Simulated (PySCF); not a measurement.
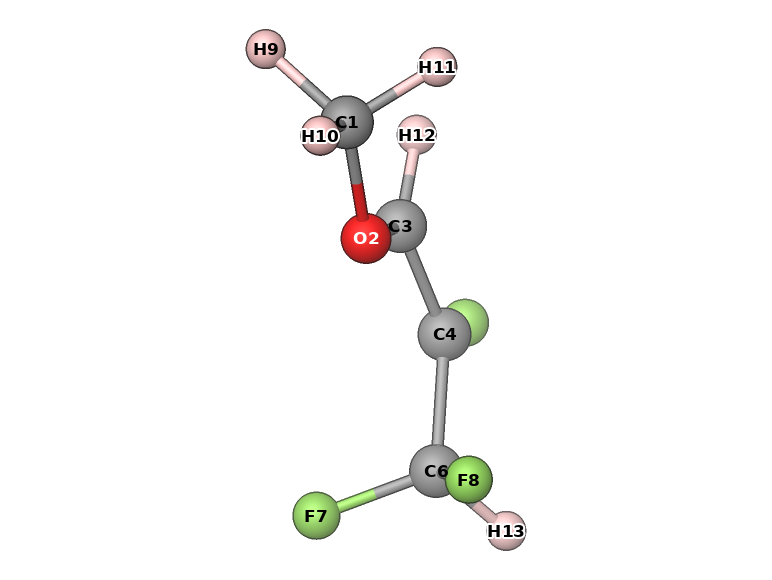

C3 lies behind O2. The molecule seen a little off the O2–C3 bond, O2 in front. Depth is shown by fading: the farther an atom, the more it takes the colour of the background. Geometry: a frame of a GFN2-xTB molecular-dynamics simulation, not a minimum.

**What is the torsion angle C1–O2–C3–C4? The sign is positive where the front bond must turn clockwise to cover the back bond.**

166°, antiperiplanar (anti).
